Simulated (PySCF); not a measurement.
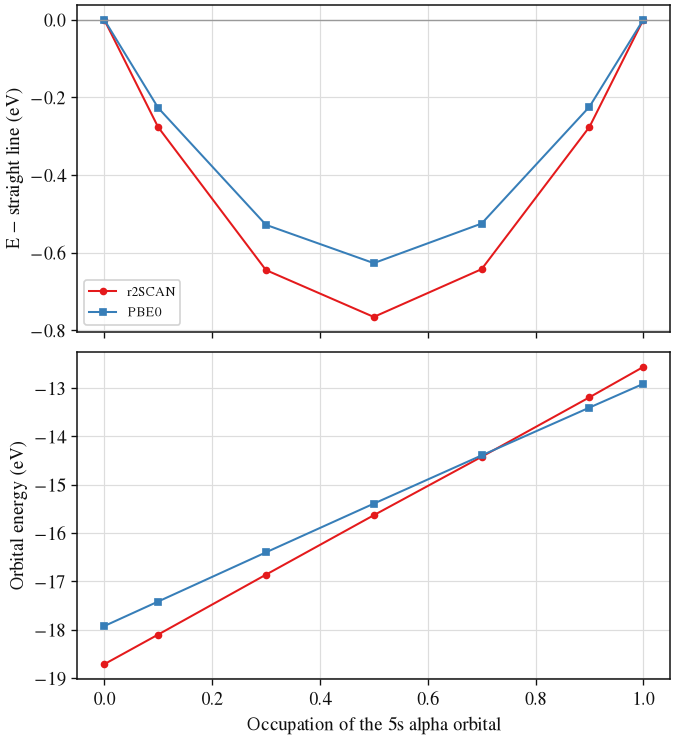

One 5s alpha orbital of Tc⁺ ([Kr] 4d⁵ 5s) is emptied in steps. The plot gives the energy less the straight line between the integer ends; the lower panel gives the orbital energy. PySCF, def2-TZVP with a 28-electron core potential, unrestricted single determinants, no spin-orbit coupling.

### What do the curves say about each method?

r2SCAN: convex (delocalisation error), largest departure −0.77 eV, removal energy 15.64 eV, orbital energy from −12.6 eV when full to −18.7 eV when empty; PBE0: convex (delocalisation error), largest departure −0.63 eV, removal energy 15.40 eV, orbital energy from −12.9 eV when full to −17.9 eV when empty. The NIST semi-empirical removal energy is 15.26 eV. The exact energy is a straight line between whole electron numbers.
